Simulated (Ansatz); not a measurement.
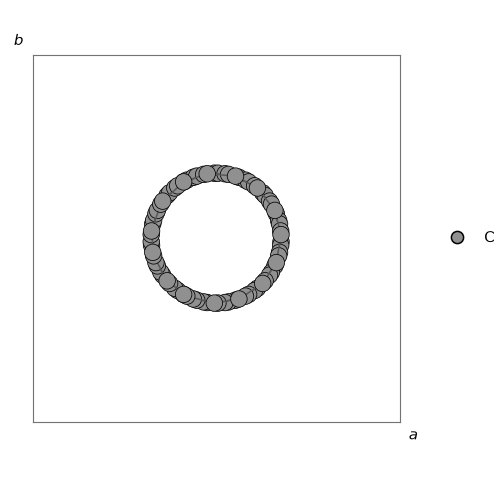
Figure. 1 relaxed period of a body that repeats along c, seen along c; the cell edge a is 17.0 Å long

Calculation: PBE (plane waves to 420 eV, PAW; Ansatz, an electronic-structure program). Mesh 1×1×6. No spin polarisation. Periodic along z alone, with about 11 Å of vacuum beside it. A model structure. It keeps the symmetry and period of its start, so it need not be a minimum against all distortions.

Question: What is drawn, and how wide is it?

Answer: Several could match; the one computed here: (7,1) carbon nanotube. An idealised model, rolled from the flat sheet.
It measures about 6 Å across, from nucleus to nucleus.
